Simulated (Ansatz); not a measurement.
# Relaxing a frame of liquid hydrogen fluoride from 293 K (184 atoms), part 3 of 3

How does a frame of liquid hydrogen fluoride from 293 K (184 atoms) relax, and what do bonds, charges and levels look like afterwards?

Ansatz 0.2.0; Kohn-Sham DFT, r2SCAN, PAW (set soft_2), plane waves.

The cell: 92 F and 92 H. The starting topology of bonds comes from the classical model. The Brillouin zone is sampled at Γ only, in a cell whose shortest periodic width is 14 Å.

So far, density (g/cm³): step 4 (local order after relaxation) 1.01.

## Step 5: Single point at the relaxed geometry

One more single point at the end of the walk gives the fuller output and checks the residual forces.

The input, input.yaml:

```yaml
crystal:
  lattice:
    - [14.46135, 0.0, 0.0]
    - [0.0, 14.46135, 0.0]
    - [0.0, 0.0, 14.46135]
  atoms:
    - { symbol: F, position: [0.22135, 0.4907, 0.99796] }
    - { symbol: H, position: [0.16002, 0.51354, 0.98493] }
    - { symbol: F, position: [0.06626, 0.55273, 0.96282] }
    - { symbol: H, position: [0.02102, 0.56357, 0.00999] }
    - { symbol: F, position: [0.86146, 0.37481, 0.11412] }
    - { symbol: H, position: [0.91905, 0.39061, 0.14528] }
    - { symbol: F, position: [0.11769, 0.42165, 0.60052] }
    - { symbol: H, position: [0.16615, 0.46524, 0.61636] }
    - { symbol: F, position: [0.04084, 0.86206, 0.26327] }
    - { symbol: H, position: [0.99832, 0.83319, 0.30646] }
    - { symbol: F, position: [0.66263, 0.89821, 0.36685] }
    - { symbol: H, position: [0.66792, 0.90173, 0.2997] }
    - { symbol: F, position: [0.65916, 0.6754, 0.1038] }
    - { symbol: H, position: [0.62543, 0.69087, 0.15955] }
    - { symbol: F, position: [0.23271, 0.15845, 0.84429] }
    - { symbol: H, position: [0.22579, 0.15911, 0.91103] }
    - { symbol: F, position: [0.72916, 0.25735, 0.22402] }
    - { symbol: H, position: [0.79306, 0.25729, 0.24346] }
    - { symbol: F, position: [0.33795, 0.35372, 0.59282] }
    - { symbol: H, position: [0.35503, 0.30943, 0.64034] }
    - { symbol: F, position: [0.03867, 0.42488, 0.4506] }
    - { symbol: H, position: [0.0724, 0.42385, 0.50827] }
    - { symbol: F, position: [0.7483, 0.93112, 0.8878] }
    - { symbol: H, position: [0.76982, 0.86786, 0.8871] }
    - { symbol: F, position: [0.55391, 0.13113, 0.14713] }
    - { symbol: H, position: [0.52851, 0.07866, 0.18045] }
    - { symbol: F, position: [0.83568, 0.09038, 0.15418] }
    - { symbol: H, position: [0.83218, 0.07144, 0.21864] }
    - { symbol: F, position: [0.9878, 0.1895, 0.61543] }
    - { symbol: H, position: [0.94025, 0.20716, 0.65967] }
    - { symbol: F, position: [0.2434, 0.91192, 0.36617] }
    - { symbol: H, position: [0.24905, 0.92894, 0.43074] }
    [... 146 atom lines left out ...]
    - { symbol: F, position: [0.99988, 0.75493, 0.98086] }
    - { symbol: H, position: [0.99927, 0.7395, 0.9148] }
    - { symbol: F, position: [0.4565, 0.00457, 0.5879] }
    - { symbol: H, position: [0.44914, 0.97592, 0.52783] }
    - { symbol: F, position: [0.49917, 0.77535, 0.42575] }
    - { symbol: H, position: [0.56287, 0.75485, 0.42487] }
kpoints:
  mp_grid: { grid: [1, 1, 1] }
hamiltonian:
  xc: r2scan
scf:
  occupations: { method: fermi_dirac, width: 0.05 }
output:
  forces: true
  stress: true
  populations: true
  dos:
    method: { smearing: { sigma: 0.15 } }
    de: 0.1
    projected: { site_lists: { F: [F], H: [H] } }
  eigenvalues: true
  write_density: true
  write_potential: true
  volumetric_format: npy
```

The run is started by

```console
ansatz run input.yaml --threads 8 --pin off --max-ram 15872MiB --backend cpu --events-out ev --progress --plain --runs-dir out
```

Output:

```text
[...]
Crystal: 184 atoms, lattice volume = 3024.311 Å³
Basis set: ecut = 500 eV, 76813 PW (Γ), exchange–correlation on 432×432×432 points (64 copies of the dense FFT grid, shifted against one another)
Bands: 552, of which v1, the nominal top of the filled ones, is band 368 counted from 1 (367 counted from 0)
Symmetry: 1 space group operations
[...]
k-points: 1
[...]
SCF iter   1: F=—  HF=-75996.958021 eV  |F-HF|=—  |Δ(HF+E_count)|=         —  Δρ=7.25e-3  dr2=1.38e0  dr2_τ=6.39e0  ethr=1.77e-3  ⟨swp⟩=5.0  Hψ=2103  notcnv=0  defer=165
[...]
SCF iter   8: F=-75996.445198 eV  HF=-75996.445198 eV  |F-HF|=1.53e-8  |Δ(HF+E_count)|=   4.75e-7  Δρ=2.05e-6  dr2=6.21e-8  dr2_τ=1.00e-8  ethr=1.36e-11  ⟨swp⟩=25.0  Hψ=6152  notcnv=0
SCF 1 converged in 8 iterations: F = -75996.445198 eV  dr2 = 6.21e-8
[...]
WARN: The output density's exchange-correlation potential varies sharply where the density is thin. Do not read a vacuum level from v_tot or v_xc, or from such a field of the output density. On a cell that repeats whose density bears no net charge and no dipole along the vacuum's axis use v_es (v_loc + v_h of the components); [...]
SCF converged after 8 iterations
Free energy (F): -75996.445198 eV
[...]
Internal energy: -75996.445198 eV  (E = F + TS)
E sigma→0 (E₀):  -75996.445198 eV
Fermi energy:    -2.679187 eV
[...]
--- Forces (eV/Å), atoms counted from 1 ---
  atom   1  F     -0.00062139    -0.00210060    -0.00144635
  atom   2  H      0.00256309     0.00072445     0.00091041
  atom   3  F      0.00026583    -0.00267450    -0.00194079
  atom   4  H     -0.00095092     0.00108992     0.00220440
  atom   5  F      0.00503428    -0.00074476     0.00188671
  atom   6  H     -0.00411433    -0.00150774    -0.00370029
  atom   7  F      0.00497917     0.00332649     0.00585762
  atom   8  H     -0.00400213    -0.00172720    -0.00253024
  atom   9  F      0.00059942    -0.00167887    -0.00083264
  atom  10  H     -0.00149522    -0.00102009     0.00196959
  atom  11  F     -0.00140723     0.00027440    -0.00645635
  atom  12  H      0.00001792     0.00014296     0.00767063
  atom  13  F      0.00090165    -0.00001323     0.00166327
  atom  14  H      0.00086129    -0.00087312    -0.00166642
[...]
atom 183  F     -0.02508741     0.00779041    -0.00524766
  atom 184  H      0.03019432    -0.00840972     0.00513078
  max |Σ_I F_I| component: 8.60e-5 eV/Å
--- Stress (GPa, compression-positive) ---
       -0.181378       0.037497       0.005766
        0.037497      -0.121878      -0.041224
        0.005766      -0.041226      -0.169257
  P = ⅓ Tr σ = -0.1575 GPa (-1.575 kbar)
--- Band table (eV) ---
[...]
--- Löwdin populations: 184 sites ---
  site symbol       q [e]
     0      F      7.4381
     1      H      0.5028
     2      F      7.4354
[...]
183      H      0.5102
  spilling = 0.006448 (of n_electrons = 736.000000)
```

Elapsed: 2.1 min, on 8 threads of Intel Xeon at 2.70GHz, shared host; peak memory 8.6 GiB.

The program notes that the exchange-correlation potential is rough where the density is thin.

The run gave:

```yaml
free_energy: -75996.4452 eV
free_energy_per_atom: -413.0242 eV/atom
scf_cycles: 8
pressure: -0.1575 GPa
r_m_s_force_component: 0.00389 eV/Å
longest_force: 0.03176 eV/Å
fermi_energy: -2.679 eV
spacing_of_highest_filled_and_lowest_empty_level: 8.972 eV
spilling_of_the_projection: 0.006448
```

Löwdin charges by element (they lack the spilled electrons, 0.026 e an atom on average):

```csv
element,coordination,atoms,mean charge (e),spread,least,most
F,all,92,-0.438,0.0046,-0.448,-0.426
H,all,92,0.490,0.0032,0.482,0.497
```

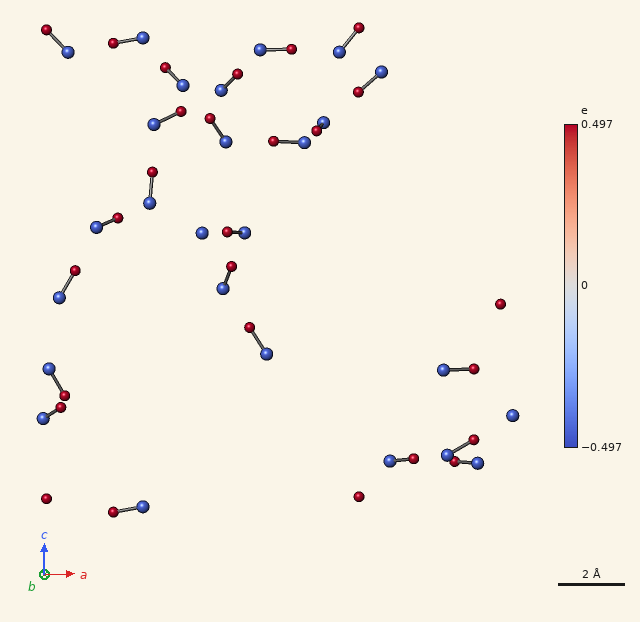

Atoms coloured by Löwdin charge. Drawn is a slice 4 Å thick, seen along the normal of the ac plane. Bonds to atoms that aren't drawn are left out.

States in the cell by windows of 1 eV, zero at the Fermi level; the larger projections on atomic orbitals stand beside the total:

```csv
from (eV),to (eV),total,F p,H s
-14,-11,0.0,0.0,0.0
-11,-10,43.1,32.3,8.6
-10,-9,49.3,38.3,7.7
-9,-8,44.0,36.0,4.4
-8,-7,47.6,40.8,2.9
-7,-6,0.6,0.6,0.0
-6,-5,189.8,188.6,0.4
-5,-4,177.6,176.9,0.1
-4,4,0.0,0.0,0.0
4,5,2.0,0.1,1.3
```

Between -26 and -14 eV lie 55 more states.

The stored curve holds about 607 of the 736 electrons; the rest, give or take the few that broadening carries across the Fermi level, lie in deeper levels below its range.

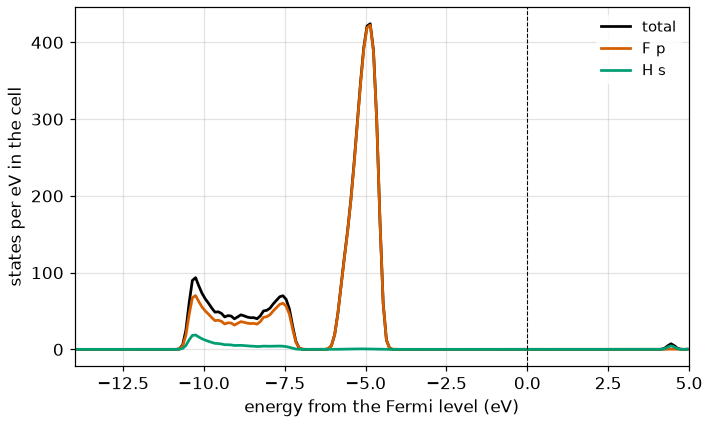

Total and projected density of states, with the broadening of the input.

The levels nearest the highest filled one (over half full), pooled over k-points and spins:

```csv
level less the highest filled one (eV),occupation
-0.0661,2
-0.0481,2
-0.0434,2
-0.0416,2
-0.0202,2
0,2
8.97,0
9.77,0
9.79,0
9.89,0
9.97,0
10.00,0
```

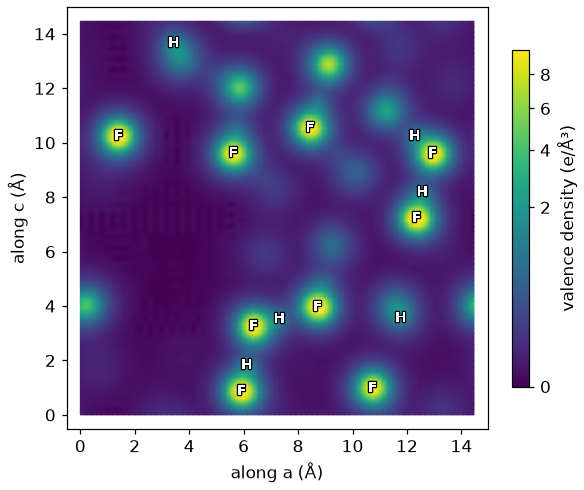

Valence density in the ac plane at fractional y = 0.248, with atoms of F and H within 0.2 Å of it. It is the smooth field of the valence electrons, not physical close to the nuclei. The map starts off the cell's origin, so that atoms lie inside it. The colour scale is stretched toward low values.

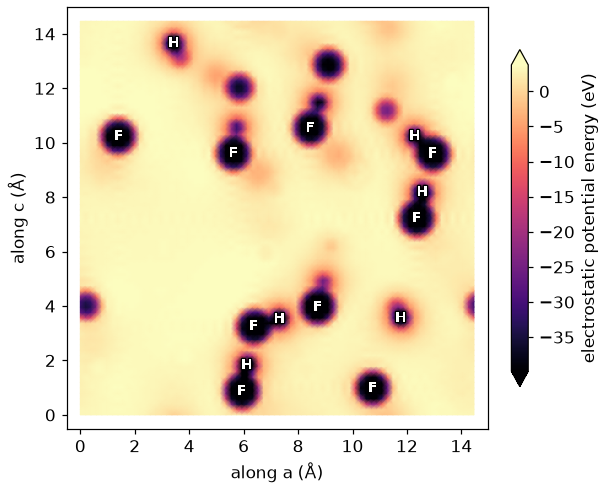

Electrostatic potential energy in the ac plane at fractional y = 0.248, with atoms of F and H within 0.2 Å of it. With pseudopotentials it is smooth inside the atoms' cores, unlike the true potential. The map starts off the cell's origin, so that atoms lie inside it.

Mean Löwdin charges: F -0.44, H +0.49 e (they miss 0.64 % of the electrons, so they add up to more than the cell's charge). The largest share in the top eV of filled states is F p (100 % of the projected weight), and in the lowest eV of empty states H s (78 % of the projected weight).

A closer look about H52, picked at random: 12 atoms, nearest first, numbered in the order of the input, with positions taken from that point.

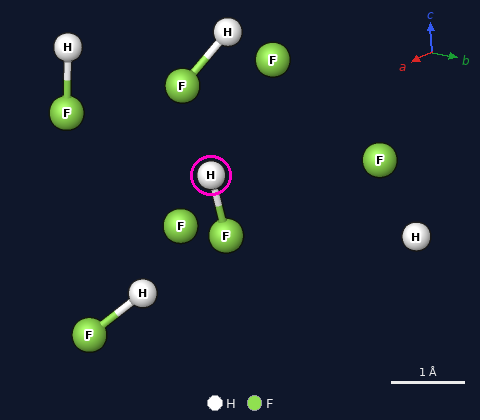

The atoms of the table, within 3.1 Å (arrows a, b, c point along x, y, z); some may hide others; the central atom is ringed.

```csv
atom,x,y,z,distance (Å),Löwdin charge (e)
H52,0.00,0.00,0.00,0.00,0.49
F51,-0.20,0.04,-0.95,0.97,-0.43
F131,0.40,-0.09,1.43,1.49,-0.44
H116,0.44,-0.98,-1.78,2.08,0.49
H132,-0.27,0.22,2.06,2.09,0.49
F7,-0.56,2.55,0.53,2.67,-0.45
F29,-2.44,-0.81,0.74,2.68,-0.44
F153,-0.24,-2.71,0.32,2.74,-0.44
H154,-0.27,-2.64,1.29,2.95,0.49
H22,-1.22,2.58,-0.81,2.97,0.50
F115,0.87,-1.62,-2.37,3.00,-0.45
F19,2.62,1.57,0.42,3.08,-0.44
```

## Step 6: Results

```yaml
energy_change_in_the_relaxation: -83.88 meV/atom
r_m_s_displacement: 1.7 Å
largest_displacement: 3.344 Å
free_energy_per_atom: -413.0242 eV/atom
pressure: -0.1575 GPa
r_m_s_force_component: 0.00389 eV/Å
spacing_of_highest_filled_and_lowest_empty_level: 8.972 eV
wall_time_of_the_3_dft_runs: 74 min
```

**Reading.** Relaxation lowers the energy by 83.9 meV/atom and moves atoms by 1.7 Å r.m.s.; the r.m.s. force component goes from 0.72 to 0.0039 eV/Å, the pressure goes from 2.2 to -0.16 GPa, and the gap from 8.27 to 8.97 eV. First to last step the energy falls by 15.433 eV; the largest move, 3.34 Å, is that of F93, with 1 other atom within 2 % of it. Filled and empty levels are parted by 8.97 eV (at Γ alone); a semilocal functional tends to put such gaps too low. In a disordered cell it changes from sample to sample and from frame to frame.

Caveats: The network of bonds at the start is that of the classical potential that made the cell; in DFT atoms moved by 1.7 Å r.m.s.

[Logs are printed without paths, hosts, clocks, repeated set-up lines and the standing remarks that a program may print on its own settings, such as how far it seeks lower states.]

[Hosts, paths, dates, database ids (printed as entryN), source tags and the programs' standing remarks are cut or masked in the printed files.]
